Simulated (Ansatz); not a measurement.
**SiH4···H2O: density, localisation and related maps**

Input

```
crystal:
  periodic: [false, false, false]
  atoms:
    - { symbol: Si, position_ang: [0.289326, 0.058255, -0.108311] }
    - { symbol: H, position_ang: [0.157443, -0.018244, 1.36155] }
    - { symbol: H, position_ang: [1.762206, -0.006166, -0.423038] }
    - { symbol: H, position_ang: [-0.262687, 1.349619, -0.624281] }
    - { symbol: H, position_ang: [-0.372101, -1.125561, -0.750008] }
    - { symbol: O, position_ang: [-2.400782, 0.052273, 0.939187] }
    - { symbol: H, position_ang: [-2.746301, -0.841612, 0.758744] }
    - { symbol: H, position_ang: [-1.689304, -0.098263, 1.609957] }
basis:
  gaussian: { orbitals: def2-SVPD }
hamiltonian:
  xc: revpbe
  dispersion: d4
relax:
  f_tol: 0.03
  max_steps: 50
output:
  orbitals: {}
```

Run with:

```sh
ansatz run input.yaml --threads 2 --pin off --max-ram 3072MiB --backend cpu --events-out ev --progress --plain --runs-dir out
```

The fields are those of the run's last geometry, not of the input's.

All numbers below come from Ansatz 0.2.0, RKS revPBE-D4/def2-SVPD.

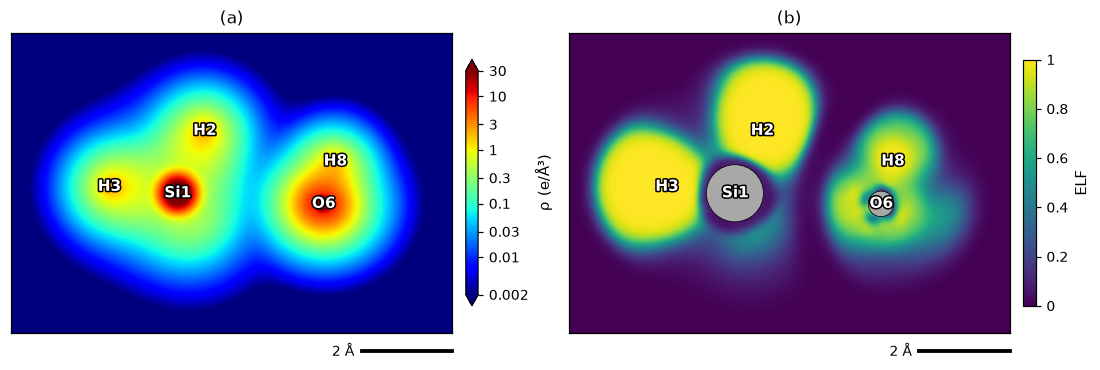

Figure 1. (a) total electron density; (b) electron localisation function on the plane of atoms H2, Si1 and H3. Grey discs cover the atomic cores in the ELF map.

**Read the bonding off the picture.**

Atoms in the plane: Si, H and O. Si1···O6 (3.23 Å): the density falls to about 0.05 e/Å³ on the way; the ELF dips to about 0.05 between them (a weak contact between the two molecules). O–H (0.97 Å): ρ at the midpoint is about 3.6 e/Å³; the ELF climbs to about 1 towards the hydrogen, as it does in any bond to H: an ordinary covalent bond to hydrogen. Si–H (1.50 Å): ρ at the midpoint is about 0.74 e/Å³; the ELF climbs to about 1 towards the hydrogen. The ELF also peaks beside O6, away from the bonds: lone-pair regions.

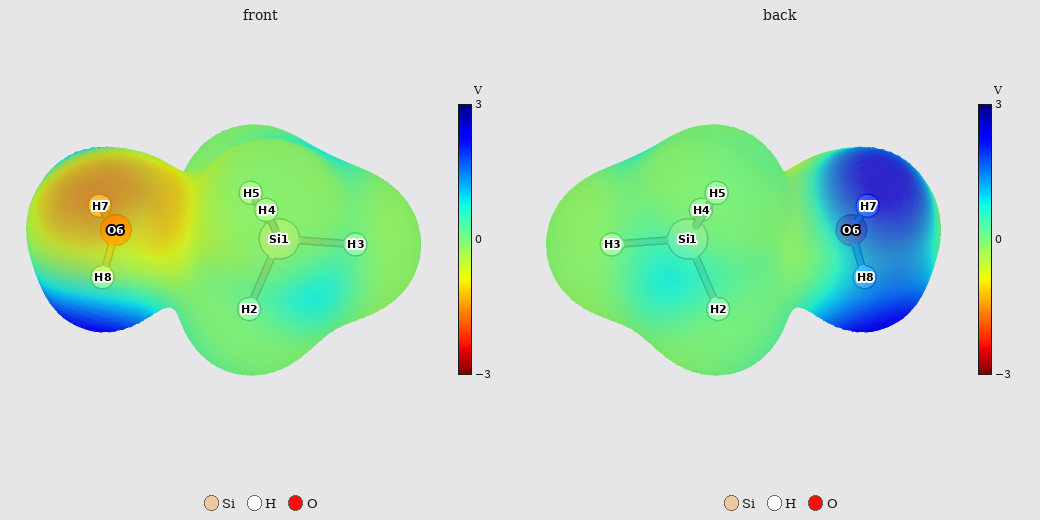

Figure 2. The electrostatic potential painted on the density surface at 0.002 e/bohr³, seen from the front and from behind; red is negative and blue positive.

**Describe the electrostatic potential map.**

The most negative region (about −1.4 V, or −32 kcal/mol for a unit charge) lies over O6, the most positive (about +2.3 V, or +53 kcal/mol for a unit charge) over H7 and H8. O6 is the likeliest acceptor of a hydrogen bond.

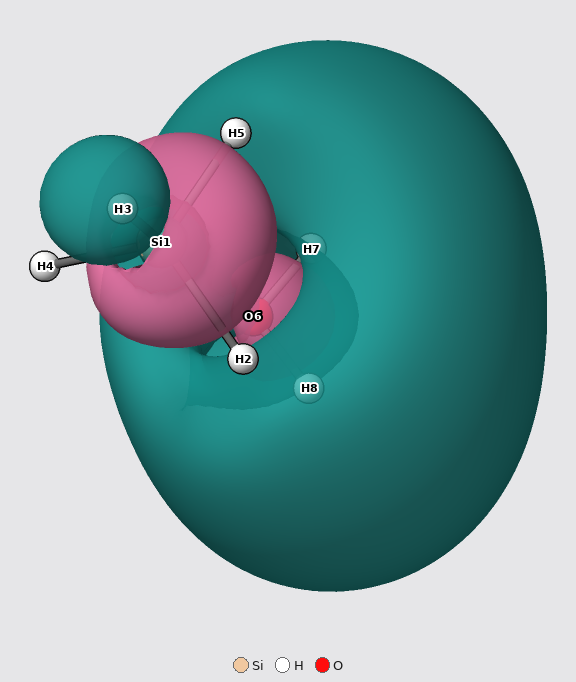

Figure 3. The LUMO at ±0.06 Å⁻³ᐟ² (teal and pink are the two phases), seen at an oblique angle.

**Where does this orbital lie, and at what energy?**

By Hirshfeld shares it lies mainly on H7 (about 30 %), H8 (about 30 %), O6 (about 15 %) and Si1 (about 10 %). Its energy is −0.72 eV.

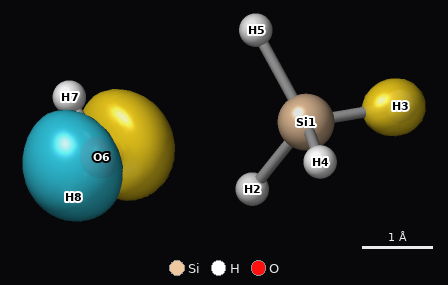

Figure 4. The HOMO at ±0.2 Å⁻³ᐟ² (yellow and cyan are the two phases), seen at a tilt.

**Where does this orbital lie, and at what energy?**

By Hirshfeld shares it lies mainly on O6 (about 75 %); largely a lone pair of O6. Its energy is −7.30 eV.
